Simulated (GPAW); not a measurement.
**STM contrast on a 3-layer slab of Cu(100)**

Wanted: filled- and empty-state images of a 3-layer slab of Cu(100), with its work function.

Method: GPAW, PAW setups; slab in vacuum, in GPAW 26.7.0.

## Step 1: Set-up

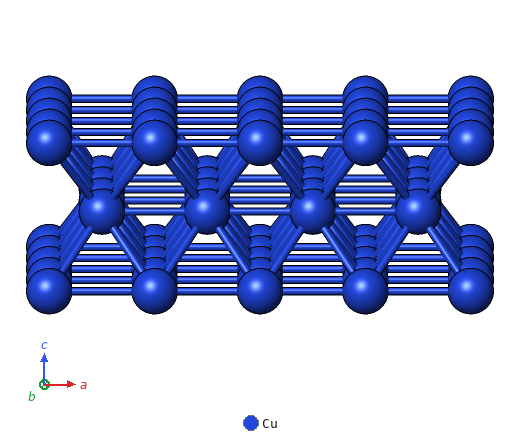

The cell as given, nearly edge on (copper blue). 4×4×1 cells are drawn. Some periodic images of atoms are drawn too.

The cell holds 3 atoms: 3 Cu. Cell: a = 2.553 Å, b = 2.553 Å, c = 21.610 Å, α = 90.0°, β = 90.0°, γ = 90.0°. Vacuum lies along c.

## Step 2: Relaxation

The atoms are relaxed first, since the surface dipole, and with it the work function, follows the positions of the outer layers. The lowest 1 atoms are held at bulk positions and keep their forces.

The input, run.py:

```python
import json
import numpy as np
from ase import Atoms
from ase.constraints import FixAtoms
from ase.optimize import BFGS
from gpaw import GPAW, PW

slab = Atoms(
    ['Cu', 'Cu', 'Cu'],
    positions=[
        [0.00000, 0.00000, 9.00000],
        [1.27633, 1.27633, 10.80500],
        [0.00000, 0.00000, 12.61000]],
    cell=[[2.55266, 0.0, 0.0], [0.0, 2.55266, 0.0], [0.0, 0.0, 21.61]],
    pbc=[True, True, False])

slab.calc = GPAW(mode=PW(400), xc='PBE', kpts={'size': (12, 12, 1), 'gamma': True},
                 occupations={'name': 'fermi-dirac', 'width': 0.1}, nbands='140%',
                 convergence={'density': 0.0001}, maxiter=200,
                 poissonsolver={'dipolelayer': 'xy'},
                 symmetry={'tolerance': 1e-3}, txt='slab.txt')
result = {}
slab.set_constraint(FixAtoms([0]))
path = []
opt = BFGS(slab, maxstep=0.2)
opt.attach(lambda: path.append((slab.get_potential_energy(), slab.positions.tolist(), slab.get_forces().tolist())))
result['relaxed'] = bool(opt.run(fmax=0.05, steps=30))
result['path'] = path
energy = slab.get_potential_energy()
fermi = slab.calc.get_fermi_level()
v = slab.calc.get_electrostatic_potential().mean((0, 1)) - fermi
n = slab.calc.get_pseudo_density().mean((0, 1))
L = slab.cell[2, 2]
z = np.arange(len(v)) * L / len(v)
low, high = slab.positions[:, 2].min(), slab.positions[:, 2].max()
below, above = np.interp([low - 6.8, high + 6.8], z, v)
slopes = [np.interp(x, z, np.gradient(v, z)) for x in (low - 6.8, high + 6.8)]
eps = np.array([[slab.calc.get_eigenvalues(k, s) for k in range(len(slab.calc.get_ibz_k_points()))]
                for s in range(slab.calc.get_number_of_spins())]) - fermi
top, bottom = eps[eps < 0].max(), eps[eps > 0].min()
dipole = slab.get_dipole_moment()[2]
print(f'energy {energy:.4f} eV, Fermi level {fermi:.4f} eV, dipole {dipole:.5f} e A')
print(f'potential 6.8 A off the faces, from the Fermi level: lower {below:.4f} eV, upper {above:.4f} eV')
print(f'slope of the potential there: lower {slopes[0]:.5f}, upper {slopes[1]:.5f} eV/A')
print(f'nearest levels on the mesh: {top:.4f} and {bottom:.4f} eV')
print('magnetic moment', round(slab.get_magnetic_moment(), 3))
result.update(energy=energy, fermi=fermi, dipole=dipole, below=below, above=above, slopes=slopes, edges=[top, bottom],
              z=z.tolist(), v=v.tolist(), n=n.tolist(), positions=slab.positions.tolist(),
              forces=slab.get_forces(apply_constraint=False).tolist(), moments=slab.get_magnetic_moments().tolist())
json.dump(result, open('result.json', 'w'))
```

On the command line:

```sh
OMP_NUM_THREADS=1 OPENBLAS_NUM_THREADS=1 python run.py
```

Output:

```text
Step          Energy          fmax
BFGS:    0       -9.459879        0.020111
energy -9.4406 eV, Fermi level -1.3751 eV, dipole -0.00001 e A
potential 6.8 A off the faces, from the Fermi level: lower 4.6156 eV, upper 4.6156 eV
slope of the potential there: lower -0.00010, upper 0.00010 eV/A
nearest levels on the mesh: -0.0046 and 0.0411 eV
magnetic moment 0.0
```

The job ended after 38 s (1 thread of Intel Xeon Platinum 8259CL at 2.50GHz (Skylake/Cascade Lake), shared host; peak memory 0.18 GiB).

This step gave:

| Item | Value |
| --- | --- |
| dipole along the normal | -1.10e-5 e·Å |
| levels nearest the Fermi level on the mesh | -0.004564, 0.04112 eV from the Fermi level |
| upper work function | 4.616 eV |
| lower work function | 4.616 eV |

The electrostatic potential energy of an electron (without an applied field's), less the Fermi level, planar mean by z:

```csv
z (Å),"electrostatic potential energy of an electron (without an applied field's), less the Fermi level, planar mean (eV)"
0,4.62
2,4.62
4,4.62
6,4.60
8,1.76
10,-1.94
12,-3.86
14,3.54
16,4.61
18,4.62
20,4.62
```

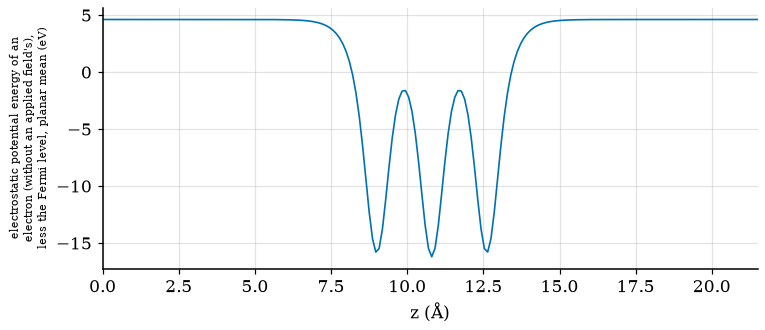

Electrostatic potential energy of an electron (without an applied field's), less the Fermi level, planar mean, plotted against z.

The pseudo valence density, planar mean oscillates, so the rows of the table below give means over windows of 2 Å about each position, cut where the curve ends. Its maxima inside the range that stand out by 2 % of the span (Å: e/Å³): 9.1: 2.03, 10.8: 2.12, 12.5: 2.03. Its minima: 9.9: 0.306, 11.7: 0.306.

Table of pseudo valence density, planar mean by z; means over each step:

```csv
z (Å),"pseudo valence density, planar mean (e/Å³)"
4,1.2e-5
6,0.00168
8,0.422
10,1.02
12,0.960
14,0.128
16,6.3e-4
18,4.8e-6
```

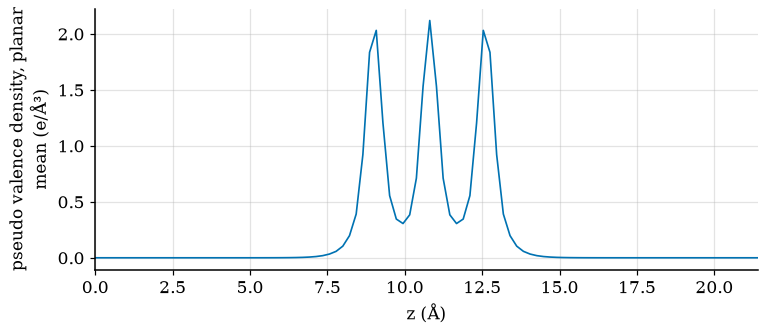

Pseudo valence density, planar mean against z.

The starting forces already met the threshold, so no step was taken. The largest force left on a free atom is 0.020 eV/Å.

## Step 3: Plane waves, PBE

The work function is the vacuum plateau of the electrostatic potential less the Fermi level; a dipole layer lets the two faces have plateaus of their own.

run.py, as its differences from that of step 2:

```diff
@@ -3,4 +3,3 @@
 from ase import Atoms
-from ase.constraints import FixAtoms
-from ase.optimize import BFGS
+from ase.dft.stm import STM
 from gpaw import GPAW, PW
@@ -18,3 +17,3 @@
                  occupations={'name': 'fermi-dirac', 'width': 0.1}, nbands='140%',
-                 convergence={'density': 0.0001}, maxiter=200,
+                 convergence={'density': 1e-05}, maxiter=200,
                  poissonsolver={'dipolelayer': 'xy'},
@@ -22,8 +21,2 @@
 result = {}
-slab.set_constraint(FixAtoms([0]))
-path = []
-opt = BFGS(slab, maxstep=0.2)
-opt.attach(lambda: path.append((slab.get_potential_energy(), slab.positions.tolist(), slab.get_forces().tolist())))
-result['relaxed'] = bool(opt.run(fmax=0.05, steps=30))
-result['path'] = path
 energy = slab.get_potential_energy()
@@ -49,2 +42,15 @@
               forces=slab.get_forces(apply_constraint=False).tolist(), moments=slab.get_magnetic_moments().tolist())
+
+# Images need the states of the whole zone, up to time reversal
+slab.calc = slab.calc.fixed_density(symmetry={'point_group': False}, txt='states.txt',
+                                    convergence={'bands': 'CBM+0.8'})
+stm = STM(slab)
+result['stm'] = []
+for bias in [-0.5, 0.5]:
+    height = high + 4.0
+    current = stm.get_averaged_current(bias, height)
+    x, y, h = stm.scan(bias, current)
+    # [... one line left out ...]
+    print(f'bias {bias} V: mean current at 4.0 A {current:.4e}, corrugation {np.ptp(h):.4f} A')
+    result['stm'].append(dict(bias=bias, current=current, h=(h - high).tolist(), I=I.tolist()))
 json.dump(result, open('result.json', 'w'))
```

Output:

```text
energy -9.4406 eV, Fermi level -1.3750 eV, dipole -0.00001 e A
potential 6.8 A off the faces, from the Fermi level: lower 4.6155 eV, upper 4.6155 eV
slope of the potential there: lower -0.00010, upper 0.00010 eV/A
nearest levels on the mesh: -0.0045 and 0.0411 eV
magnetic moment 0.0
bias -0.5 V: mean current at 4.0 A 8.5356e-06, corrugation 0.0201 A
bias 0.5 V: mean current at 4.0 A 9.0845e-06, corrugation 0.0167 A
```

Elapsed: 91 s, on 1 thread; peak memory 0.31 GiB.

Numbers from this step:

| Quantity | Value |
| --- | --- |
| levels nearest the Fermi level on the mesh | -0.004540, 0.04110 eV from the Fermi level |
| upper work function | 4.615 eV |
| lower work function | 4.615 eV |
| corrugation -0.5 | 0.02014 Å |
| corrugation 0.5 | 0.01665 Å |

The electrostatic potential energy of an electron (without an applied field's), less the Fermi level, planar mean by z:

```csv
z (Å),"electrostatic potential energy of an electron (without an applied field's), less the Fermi level, planar mean (eV)"
0,4.62
2,4.62
4,4.62
6,4.60
8,1.76
10,-1.94
12,-3.86
14,3.54
16,4.61
18,4.62
20,4.62
```

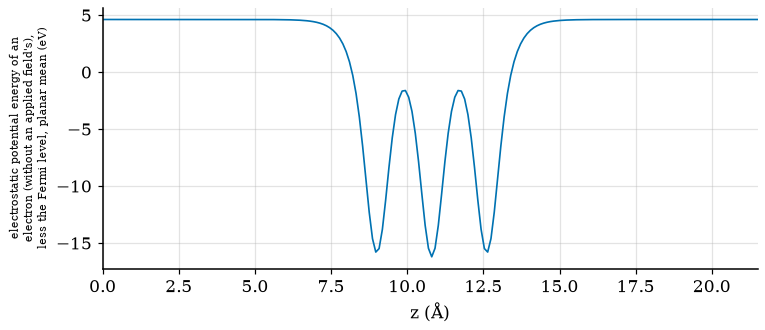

Electrostatic potential energy of an electron (without an applied field's), less the Fermi level, planar mean, plotted against z.

The pseudo valence density, planar mean oscillates, so the rows of the table below give means over windows of 2 Å about each position, cut where the curve ends. Its maxima inside the range that stand out by 2 % of the span (Å: e/Å³): 9.1: 2.03, 10.8: 2.12, 12.5: 2.03. Its minima: 9.9: 0.306, 11.7: 0.306.

The pseudo valence density, planar mean by z; means over each step:

```csv
z (Å),"pseudo valence density, planar mean (e/Å³)"
4,1.2e-5
6,0.00168
8,0.422
10,1.02
12,0.960
14,0.128
16,6.3e-4
18,4.8e-6
```

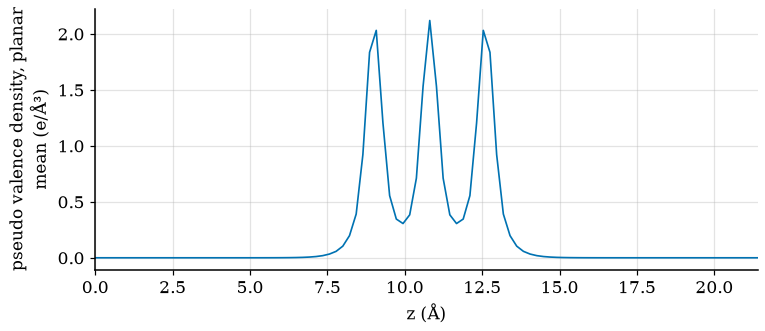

Pseudo valence density, planar mean, plotted against z.

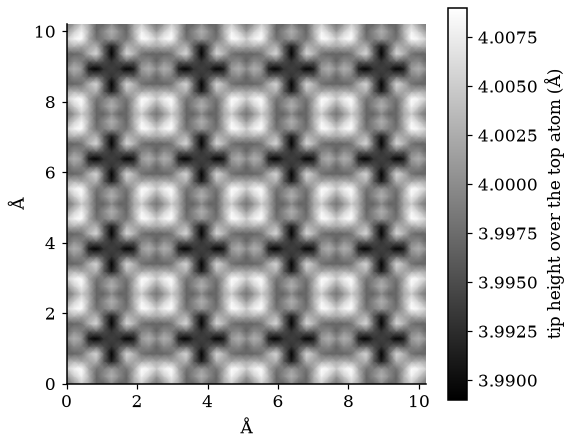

Tip height over the top atom over a1 and a2. Sample bias -0.5 V, constant current at the mean current 4.0 Å over the top atom. The cell is repeated, with its origin at the lower left corner.

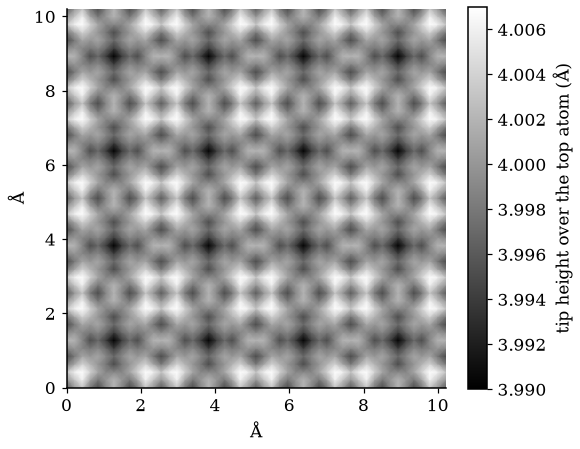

Tip height over the top atom over a1 and a2. Sample bias 0.5 V, constant current at the mean current 4.0 Å over the top atom. The cell is repeated, with its origin at the lower left corner.

The potential is flat to 1.0e-4 eV/Å where it is read, so the vacuum is wide enough.

## Step 4: A changed run

One more run, with changed settings.

run.py, as its differences from that of step 3:

```diff
@@ -3,3 +3,2 @@
 from ase import Atoms
-from ase.dft.stm import STM
 from gpaw import GPAW, PW
@@ -15,5 +14,5 @@
 
-slab.calc = GPAW(mode=PW(400), xc='PBE', kpts={'size': (12, 12, 1), 'gamma': True},
+slab.calc = GPAW(mode=PW(100), xc='PBE', kpts={'size': (12, 12, 1), 'gamma': True},
                  occupations={'name': 'fermi-dirac', 'width': 0.1}, nbands='140%',
-                 convergence={'density': 1e-05}, maxiter=200,
+                 convergence={'density': 1e-05}, maxiter=75,
                  poissonsolver={'dipolelayer': 'xy'},
@@ -42,15 +41,2 @@
               forces=slab.get_forces(apply_constraint=False).tolist(), moments=slab.get_magnetic_moments().tolist())
-
-# Images need the states of the whole zone, up to time reversal
-slab.calc = slab.calc.fixed_density(symmetry={'point_group': False}, txt='states.txt',
-                                    convergence={'bands': 'CBM+0.8'})
-stm = STM(slab)
-result['stm'] = []
-for bias in [-0.5, 0.5]:
-    height = high + 4.0
-    current = stm.get_averaged_current(bias, height)
-    x, y, h = stm.scan(bias, current)
-    # [... one line left out ...]
-    print(f'bias {bias} V: mean current at 4.0 A {current:.4e}, corrugation {np.ptp(h):.4f} A')
-    result['stm'].append(dict(bias=bias, current=current, h=(h - high).tolist(), I=I.tolist()))
 json.dump(result, open('result.json', 'w'))
```

Output:

```text
energy 661.0501 eV, Fermi level -14.5259 eV, dipole -0.00001 e A
potential 6.8 A off the faces, from the Fermi level: lower 27.8019 eV, upper 27.8019 eV
slope of the potential there: lower -0.93595, upper 0.93595 eV/A
nearest levels on the mesh: -0.0021 and 0.0156 eV
magnetic moment 0.0
```

Wall time 20 s (1 thread); peak memory 0.12 GiB.

The run finished. A setting was moved off its sound value on purpose, so it serves as a test and not as the result.

The fault put into the input: a cutoff far too low (ecut = 100).

## Step 5: Results

```yaml
work_function_both_faces: 4.62 eV
dipole_along_the_normal: -1.1e-5 e Å, near the numerical noise
corrugation_at_minus_0p5_v: 0.0201 Å as printed, 0.012 Å or less without short-wave noise
corrugation_at_0p5_v: 0.0167 Å as printed, 0.0075 Å or less without short-wave noise
```

At -0.5 V and 0.5 V GPAW's map carries short-wave noise, which can't be real at this height: without waves under 1.5 Å it spans 0.012 Å against 0.020 Å printed and 0.0075 Å against 0.017 Å printed. The reading below uses the filtered value, which may still be too high. In GPAW's constant-current maps the tip height varies by under 0.05 Å at every bias shown (0.012 Å at most), which is near the numerical ripple of the maps: an s-wave tip would see an almost flat surface. Negative sample bias images filled states, positive bias empty ones. The images are of Tersoff-Hamann type: an s-wave tip, no tip-sample forces, heights closer than in a microscope. The slab is only 3.6 Å thick between its outer nuclei, so the values belong to this film more than to the surface of the bulk metal. The in-plane lattice was kept as typed, which isn't the functional's own and leaves some strain; spin-orbit coupling and temperature are left out.

[Logs are printed without paths, hosts, clocks, repeated set-up lines and the standing remarks that a program may print on its own settings, such as how far it seeks lower states.]

[Hosts, paths, dates, database ids (printed as entryN), source tags and the programs' standing remarks are cut or masked in the printed files.]
